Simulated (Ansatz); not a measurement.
## Fields on a plane of Mg2Sn (antifluorite type, space group Fm-3m)

```
CELL_PARAMETERS angstrom
      0.00000     3.37302     3.37302
      3.37302     0.00000     3.37302
      3.37302     3.37302     0.00000
ATOMIC_POSITIONS crystal
  Sn 0.00000 0.00000 0.00000
  Mg 0.25000 0.25000 0.25000
  Mg 0.75000 0.75000 0.75000
```

The slice is a {110} plane (indices of the conventional cell) through the point (0.250, 0.250, 0.250) (fractional), spanned by u = [100] and v = [1 -1 -1] in vectors of this cell: u (4.77 Å) and v (6.75 Å, at 90° to u). It covers one period; positions are fractions (u, v).

Atoms on it: Sn at (0.50, 0.25); Mg at (0.00, 0.00); Mg at (0.00, 0.50).

Calculation: PBEsol (plane waves to 420 eV, PAW, scalar-relativistic; Ansatz, a program for electronic structure). k mesh 12×12×12. Near the nuclei the fields are pseudised (PAW); where an atom keeps semicore shells as valence, they peak there. At this level the bands of Mg2Sn touch or barely overlap; measurements give the solid a gap. Mg2Sn was relaxed with its symmetry unable to fall.

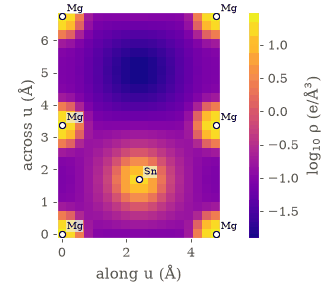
Fig. 1. Log₁₀ of the valence density in e/Å³, one period of the plane, atoms marked. The scale is logarithmic, as a density can span decades between atoms and voids.

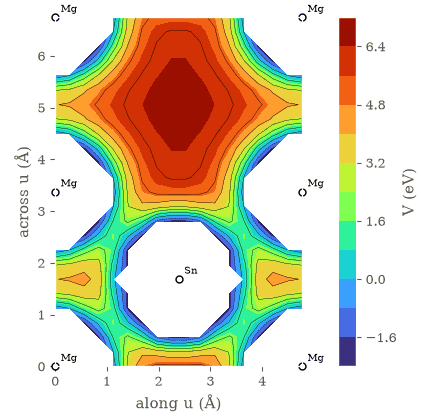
*Electrostatic potential energy of an electron, from the cell's mean, in eV, one period of the plane, atoms marked. Points within 1 Å of a nucleus are left white, as the pseudised field means little there. Values under -2 eV are set to -2. The zero, the cell's mean, hangs on the PAW cores.*

- Density on the Sn–Mg line (2.92 Å) at its density minimum, 1.9 Å from Sn: 0.15 e/Å³
- ELF at that point: 0.11
- ELF maximum in the middle third of the Sn–Mg line: 0.67, 1.5 Å from Sn
